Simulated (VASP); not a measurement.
Band structure of InAs (relaxed from the zinc blende structure, space group F-43m). Computed with PBEsol GGA, VASP's PBE PAW potentials (set 64) (plane waves; VASP 6.6.1).

Unless said otherwise, spin-orbit coupling is left out, though it shifts the bands of the heavy elements here.

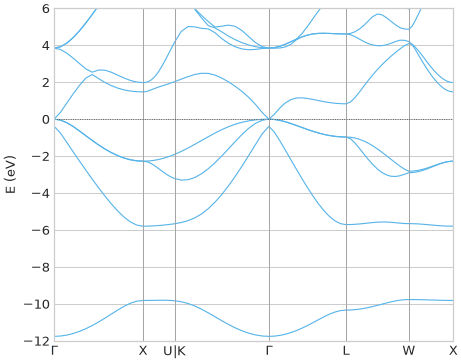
Fig. 1. Bands along high-symmetry lines, zero at the valence-band maximum or, without a gap, the Fermi level

Problem. Read the plot: is there a gap, and where are the band edges?

Solution. It has no gap at this level: it comes out as a metal or semimetal. (Edges off the drawn lines would not show.)

The structure was generated: InAs was put into the zinc blende type (F-43m), which need not be its known phase. It was relaxed first.
